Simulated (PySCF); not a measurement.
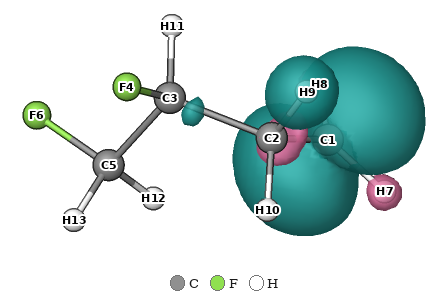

*C4H7F2 (SMILES [CH2]C[C@H](F)CF) (doublet). Isosurfaces of the spin density (α minus β) at +0.03 (teal) and −0.03 e/Å³ (pink), seen from one side.*

Geometry: GFN2-xTB.

All numbers below come from PySCF 2.14.0, density-fitted response routines, UKS B3LYP, pcH-1 on C F H, non-relativistic, mean-field spin-orbit, GIAO.

```csv
atom,x (Å),y (Å),z (Å)
C,-1.5537,-0.4070,-0.7143
C,-0.9309,0.0397,0.5413
C,0.5652,-0.2828,0.5981
F,1.0314,0.0075,1.8653
C,1.3519,0.5277,-0.4272
F,2.5089,-0.1152,-0.7808
H,-2.4205,0.0919,-1.0973
H,-1.2272,-1.3107,-1.1898
H,-1.3915,-0.4591,1.4099
H,-1.0775,1.1136,0.6896
H,0.7464,-1.3535,0.4428
H,0.7590,0.6472,-1.3400
H,1.6340,1.5012,-0.0151
```

**Which atoms carry the spin?**

The unpaired spin (1 electron) lies mostly on C1 (about 0.7), in electrons by Hirshfeld's partition.
